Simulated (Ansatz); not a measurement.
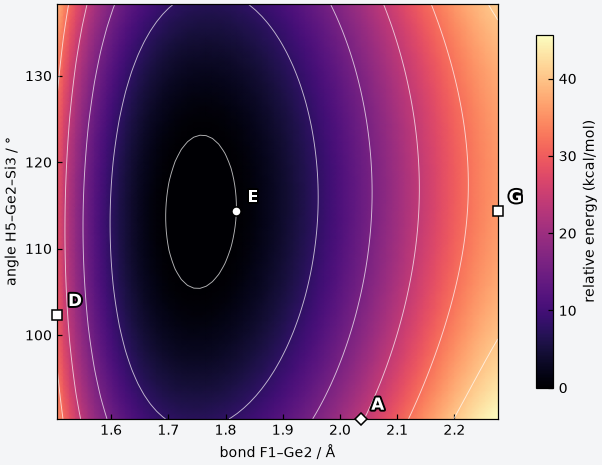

FGeH₅Si, SMILES [F][GeH2][SiH3]. Two internal coordinates are moved rigidly from the geometry relaxed at PBE0-D4/def2-TZVP, all others fixed. The first coordinate is: bond F1–Ge2; the second: angle H5–Ge2–Si3. The grid has 5 × 5 points. Energies are in kcal/mol, from the lowest grid point. Level of theory: RKS PBE0-D4/def2-TZVPP (Ansatz 0.2.0).

Drawn: a smooth colour map with a few white contour lines, lettered points. Between grid points the surface is interpolated.

Is G the lowest point of the computed grid?

No. G lies 35.9 kcal/mol above the lowest grid point, which is at bond F1–Ge2 = 1.819 Å, angle H5–Ge2–Si3 = 114.3°.

Rank the lettered points by energy, lowest first.

E (0.0 kcal/mol), A (23.4 kcal/mol), D (29.6 kcal/mol), G (35.9 kcal/mol).
